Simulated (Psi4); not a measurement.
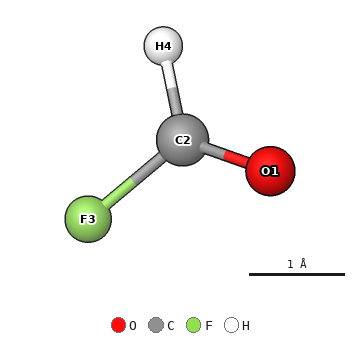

**Figure 1.** The input geometry (ball-and-stick view, seen at a tilt; atoms are numbered from 1 in the order of the input).

**Run report: CHFO, single-point calculation**

System: CHFO (formyl fluoride), multiplicity 3.
Method: HSE06/def2-TZVPP, UKS (Psi4 1.11).

The geometry is that of the parent species in another charge or spin state. The geometry comes from this level: PBE0-D4/def2-TZVP.

**Log**
```
Psi4 1.11 release

   => Loading Basis Set <=

    Name: DEF2-TZVPP
    Role: ORBITAL
    Keyword: BASIS

         ---------------------------------------------------------
                                   SCF
                              UKS Reference
                        1 Threads,   2098 MiB Core
         ---------------------------------------------------------

  ==> Geometry <==

    Molecular point group: c1
    Full point group: C1

    Geometry (in Angstrom), charge = 0, multiplicity = 3:

       Center              X                  Y                   Z               Mass
    ------------   -----------------  -----------------  -----------------  -----------------
         O           -0.000000069892     0.425800716875    -1.083925068698    15.994914619570
         C           -0.000000069892     0.425800716875     0.090060931302    12.000000000000
         F           -0.000000069892    -0.696011904741     0.815243713221    18.998403162730
         H            0.000003258933     1.292744292690     0.762264270082     1.007825032230

  Running in c1 symmetry.

  Rotational constants: A =      3.07776  B =      0.39583  C =      0.35072 [cm^-1]
  Rotational constants: A =  92268.81731  B =  11866.66432  C =  10514.40936 [MHz]
  Nuclear repulsion =   67.665483232900357

  Charge       = 0
  Multiplicity = 3
  Electrons    = 24
  Nalpha       = 13
  Nbeta        = 11

  ==> Algorithm <==

  SCF Algorithm Type is PK.
  DIIS enabled.
  MOM disabled.
  Fractional occupation disabled.
  Guess Type is SAD.
  Energy threshold   = 1.00e-09
  Density threshold  = 1.00e-08
  Integral threshold = 1.00e-12

  ==> Primary Basis <==

  Basis Set: DEF2-TZVPP
    Blend: DEF2-TZVPP
    Number of shells: 39
    Number of basis functions: 107
    Number of Cartesian functions: 123
    Spherical Harmonics?: true
    Max angular momentum: 3

  ==> DFT Potential <==

   => LibXC <=

    Version 7.1.2

   => Composite Functional: HSE06 <=

    HSE06 Hyb-GGA Exchange-Correlation Functional

    Deriv               =              1
    GGA                 =           TRUE
    Meta                =          FALSE

    Exchange Hybrid     =           TRUE
    MP2 Hybrid          =          FALSE

   => Exchange Functionals <=

    1.0000   short-range part of the PBE (default w=0 gives PBEh) [omega = 0.1100]
    -0.2500   short-range part of the PBE (default w=0 gives PBEh) [omega = 0.1100]

   => Exact (HF) Exchange <=

    -0.2500            HF,LR [omega = 0.1100]
    0.2500               HF

   => Correlation Functionals <=

    1.0000   Perdew, Burke & Ernzerhof

   => LibXC Density Thresholds  <==

    XC_HYB_GGA_XC_HSE06:  1.00E-15

   => Molecular Quadrature <=

    Radial Scheme          =       TREUTLER
    Pruning Scheme         =           NONE
    Nuclear Scheme         =       TREUTLER

    Blocking Scheme        =         OCTREE
    BS radius alpha        =              1
    Pruning alpha          =              1
    Radial Points          =             99
    Spherical Points       =            590
    Total Points           =         225591
    Total Blocks           =           1681
    Max Points             =            256
    Max Functions          =            106
    Weights Tolerance      =       1.00E-15

  ==> Integral Setup <==

  Using in-core PK algorithm.
   Calculation information:
      Number of atoms:                   4
      Number of AO shells:              39
      Number of primitives:             68
      Number of atomic orbitals:       123
      Number of basis functions:       107

      Integral cutoff                 1.00e-12
      Number of threads:                 1

  Performing in-core PK
  Using 50086593 doubles for integral storage.
  We computed 292206 shell quartets total.
  Whereas there are 304590 unique shell quartets.

  Computing range-separated integrals for PK
  We computed 292206 wK shell quartets total.
  Whereas there are 304590 wK unique shell quartets.

  ==> DiskJK: Disk-Based J/K Matrices <==

    J tasked:                  Yes
    K tasked:                  Yes
    wK tasked:                 Yes
    Omega:               1.100E-01
    Memory [MiB]:             1000
    Schwarz Cutoff:          1E-12

  Cached 50.0% of DFT collocation blocks in 0.291 [GiB].

  Minimum eigenvalue in the overlap matrix is 6.8005995943E-04.
  Reciprocal condition number of the overlap matrix is 1.1462088514E-04.
    Using symmetric orthogonalization.

  ==> Pre-Iterations <==

  SCF Guess: Superposition of Atomic Densities via on-the-fly atomic UHF (no occupation information).

   -------------------------
    Irrep   Nso     Nmo
   -------------------------
     A        107     107
   -------------------------
    Total     107     107
   -------------------------

  ==> Iterations <==

                        Total Energy        Delta E     RMS |[F,P]|

   @UKS iter SAD:  -213.26558457766356   -2.13266e+02   0.00000e+00
   @UKS iter   1:  -213.37649998769240   -1.10915e-01   4.22046e-03 DIIS/ADIIS
   @UKS iter   2:  -213.34885978967353    2.76402e-02   5.05098e-03 DIIS/ADIIS
   @UKS iter   3:  -213.46200166814438   -1.13142e-01   1.15584e-03 DIIS/ADIIS
   @UKS iter   4:  -213.46741701643805   -5.41535e-03   4.99627e-04 DIIS/ADIIS
   @UKS iter   5:  -213.46859930771240   -1.18229e-03   1.25507e-04 DIIS/ADIIS
   @UKS iter   6:  -213.46868801444054   -8.87067e-05   7.03439e-05 DIIS
   @UKS iter   7:  -213.46872064829222   -3.26339e-05   2.24523e-05 DIIS
   @UKS iter   8:  -213.46872592169106   -5.27340e-06   6.43852e-06 DIIS
   @UKS iter   9:  -213.46872668907557   -7.67385e-07   2.49132e-06 DIIS
   @UKS iter  10:  -213.46872672687510   -3.77995e-08   7.04267e-07 DIIS
   @UKS iter  11:  -213.46872673454328   -7.66818e-09   2.14738e-07 DIIS
   @UKS iter  12:  -213.46872673509145   -5.48170e-10   4.36261e-08 DIIS
   @UKS iter  13:  -213.46872673510703   -1.55751e-11   1.46437e-08 DIIS
   @UKS iter  14:  -213.46872673510993   -2.89901e-12   7.32080e-09 DIIS
  Energy and wave function converged.

  ==> Post-Iterations <==

   Electrons on quadrature grid:
      Nalpha   =   12.9999999745 ; deviation = -2.553e-08
      Nbeta    =   10.9999999846 ; deviation = -1.537e-08
      Ntotal   =   23.9999999591 ; deviation = -4.090e-08

   @Spin Contamination Metric:   6.630672488E-03
   @S^2 Expected:                2.000000000E+00
   @S^2 Observed:                2.006630672E+00
   @S   Expected:                1.000000000E+00
   @S   Observed:                1.000000000E+00

    Orbital Energies [Eh]
    ---------------------

    Alpha Occupied:

       1A    -24.790901     2A    -19.311347     3A    -10.314814
       4A     -1.279223     5A     -1.180610     6A     -0.676811
       7A     -0.599521     8A     -0.558965     9A     -0.536516
      10A     -0.445401    11A     -0.444362    12A     -0.414737
      13A     -0.135547

    Alpha Virtual:

      14A      0.062120    15A      0.087177    16A      0.117808
      17A      0.184178    18A      0.239021    19A      0.275501
      20A      0.367190    21A      0.393516    22A      0.450103
      23A      0.455794    24A      0.489300    25A      0.546436
      26A      0.553180    27A      0.618118    28A      0.670609
      29A      0.738500    30A      0.782368    31A      0.789122
      32A      0.907478    33A      0.933623    34A      0.967814
      35A      1.066335    36A      1.220526    37A      1.350849
      38A      1.357550    39A      1.361080    40A      1.432723
      41A      1.528962    42A      1.679097    43A      1.777988
      44A      1.867563    45A      1.900977    46A      2.078061
      47A      2.102504    48A      2.166594    49A      2.276370
      50A      2.338036    51A      2.390662    52A      2.515696
      53A      2.573858    54A      2.703043    55A      2.759835
      56A      2.822005    57A      2.854716    58A      2.886352
      59A      2.908874    60A      3.019571    61A      3.028245
      62A      3.050958    63A      3.210987    64A      3.291420
      65A      3.348259    66A      3.366173    67A      3.517993
      68A      3.632279    69A      3.662851    70A      3.710644
      71A      3.743741    72A      3.840314    73A      3.880115
      74A      4.230514    75A      4.253356    76A      4.556532
      77A      4.704269    78A      4.816510    79A      4.975976
      80A      5.076542    81A      5.083047    82A      5.184372
      83A      5.555506    84A      5.665286    85A      6.051005
      86A      6.189718    87A      6.307518    88A      6.330213
      89A      6.449611    90A      6.669033    91A      6.720774
      92A      6.854122    93A      6.860934    94A      6.933901
      95A      7.015612    96A      7.107088    97A      7.244022
      98A      7.422725    99A      7.816123   100A      8.316973
     101A      8.412367   102A      8.729376   103A      8.909172
     104A      8.965246   105A     23.413426   106A     43.647493
     107A     57.032218

    Beta Occupied:

       1A    -24.784345     2A    -19.280430     3A    -10.301882
       4A     -1.259008     5A     -1.114168     6A     -0.631871
       7A     -0.544314     8A     -0.525103     9A     -0.486790
      10A     -0.413076    11A     -0.397291

    Beta Virtual:

      12A     -0.240573    13A      0.010517    14A      0.083896
      15A      0.107026    16A      0.137448    17A      0.221458
      18A      0.260272    19A      0.304818    20A      0.377430
      21A      0.424857    22A      0.466631    23A      0.478006
      24A      0.517923    25A      0.569237    26A      0.582466
      27A      0.632206    28A      0.692074    29A      0.758215
      30A      0.801453    31A      0.821793    32A      0.919832
      33A      0.949022    34A      0.994989    35A      1.091589
      36A      1.261602    37A      1.369860    38A      1.379510
      39A      1.417528    40A      1.455325    41A      1.584988
      42A      1.707974    43A      1.797690    44A      1.905980
      45A      1.942808    46A      2.094422    47A      2.122349
      48A      2.192347    49A      2.306705    50A      2.353086
      51A      2.413639    52A      2.549845    53A      2.613917
      54A      2.753996    55A      2.800744    56A      2.870474
      57A      2.890079    58A      2.926964    59A      2.950514
      60A      3.042751    61A      3.049857    62A      3.079373
      63A      3.246736    64A      3.312728    65A      3.386621
      66A      3.398763    67A      3.543248    68A      3.659326
      69A      3.687557    70A      3.736414    71A      3.757020
      72A      3.866092    73A      3.896700    74A      4.249636
      75A      4.277336    76A      4.597481    77A      4.733770
      78A      4.844911    79A      5.010471    80A      5.112635
      81A      5.154557    82A      5.229388    83A      5.606653
      84A      5.716772    85A      6.082546    86A      6.295296
      87A      6.369287    88A      6.423978    89A      6.495879
      90A      6.698515    91A      6.782879    92A      6.861706
      93A      6.868008    94A      6.961183    95A      7.026656
      96A      7.125747    97A      7.261186    98A      7.436829
      99A      7.833271   100A      8.328874   101A      8.424916
     102A      8.749128   103A      8.920117   104A      8.981151
     105A     23.430468   106A     43.679489   107A     57.037915

    Final Occupation by Irrep:
              A
    DOCC [    11 ]
    SOCC [     2 ]
    NA   [    13 ]
    NB   [    11 ]

  @UKS Final Energy:  -213.46872673510993

   => Energetics <=

    Nuclear Repulsion Energy =             67.6654832329003568
    One-Electron Energy =                -428.1208279906925327
    Two-Electron Energy =                 166.0602284712754226
    DFT Exchange-Correlation Energy =     -19.0736104485931506
    Empirical Dispersion Energy =           0.0000000000000000
    VV10 Nonlocal Energy =                  0.0000000000000000
    Total Energy =                       -213.4687267351099251

  UHF NO Occupations:
  HONO-2 :   11  A 1.9986445
  HONO-1 :   12  A 1.0000000
  HONO-0 :   13  A 1.0000000
  LUNO+0 :   14  A 0.0013555
  LUNO+1 :   15  A 0.0007791
  LUNO+2 :   16  A 0.0007134
  LUNO+3 :   17  A 0.0002532

Computation Completed

Properties will be evaluated at   0.000000,   0.000000,   0.000000 [a0]

Properties computed using the SCF density matrix

 Multipole Moments:

 ------------------------------------------------------------------------------------
     Multipole            Electronic (a.u.)      Nuclear  (a.u.)        Total (a.u.)
 ------------------------------------------------------------------------------------

 L = 1.  Multiply by 2.5417464519 to convert [e a0] to [Debye]
 Dipole X            :         -0.0000008            0.0000031            0.0000024
 Dipole Y            :         -1.4309465            1.8705401            0.4395936
 Dipole Z            :          0.1893102           -0.0596724            0.1296378
 Magnitude           :                                                    0.4583105

 ------------------------------------------------------------------------------------

	total time  =         26 seconds =       0.43 minutes

  Variable Map:
  ----------------------------------------------------------------------------
  "CURRENT ENERGY"              =>    -213.468726735110
  "CURRENT REFERENCE ENERGY"    =>    -213.468726735110
  "DD SOLVATION ENERGY"         =>       0.000000000000
  "DFT FUNCTIONAL TOTAL ENERGY" =>    -213.468726735110
  "DFT TOTAL ENERGY"            =>    -213.468726735110
  "DFT VV10 ENERGY"             =>       0.000000000000
  "DFT XC ENERGY"               =>     -19.073610448593
  "GRID ELECTRONS ALPHA"        =>      12.999999974473
  "GRID ELECTRONS BETA"         =>      10.999999984629
  "GRID ELECTRONS TOTAL"        =>      23.999999959102
  "NUCLEAR REPULSION ENERGY"    =>      67.665483232900
  "ONE-ELECTRON ENERGY"         =>    -428.120827990693
  "PCM POLARIZATION ENERGY"     =>       0.000000000000
  "PE ENERGY"                   =>       0.000000000000
  "SCF ITERATION ENERGY"        =>    -213.468726735110
  "SCF ITERATIONS"              =>      14.000000000000
  "SCF TOTAL ENERGY"            =>    -213.468726735110
  "TWO-ELECTRON ENERGY"         =>     166.060228471275
  "XC GRID RADIAL POINTS"       =>      99.000000000000
  "XC GRID SPHERICAL POINTS"    =>     590.000000000000
  "XC GRID TOTAL POINTS"        =>  225591.000000000000

  Array Variable Map:
  ----------------------------------------------------------------------------
  "CURRENT DIPOLE"              =>       0.000002369623 ... 0.129637799134 1 by 3
  "SCF DIPOLE"                  =>       0.000002369623 ... 0.129637799134 1 by 3
  "SCF TOTAL ENERGIES"          =>    -213.265584577664 ... -213.468726735110 1 by 15

    Psi4 run time: 0:00:25.68
```

This output came from the following input.

**Input file (job.inp)**
```
memory 2200 mb

molecule {
  0 3
  O
  C 1 1.173986
  F 2 1.335797 1 122.88018
  H 2 1.097018 1 127.78898 3 179.99978
  symmetry c1
  no_reorient
  no_com
}

set basis def2-TZVPP
set reference uks
set puream true
set e_convergence 1e-09
set d_convergence 1e-08
set scf_type pk
set dft_radial_points 99
set dft_spherical_points 590
set maxiter 100

energy("hse06")
print_variables()
```

Run as:
```bash
psi4 -n 1 job.inp job.out
```

**Summary**

```json
{"quantity": "outcome", "value": "converged"}
{"quantity": "total energy", "value": "−213.468727 hartree"}
{"quantity": "basis functions", "value": "107"}
{"quantity": "⟨S²⟩", "value": "2.007"}
{"quantity": "dipole moment", "value": "1.16 D"}
{"quantity": "hardware", "value": "1 thread of Intel Xeon (Granite Rapids), 32 GiB of memory available, shared host"}
{"quantity": "wall time", "value": "27 s"}
{"quantity": "peak memory", "value": "0.89 GiB"}
```
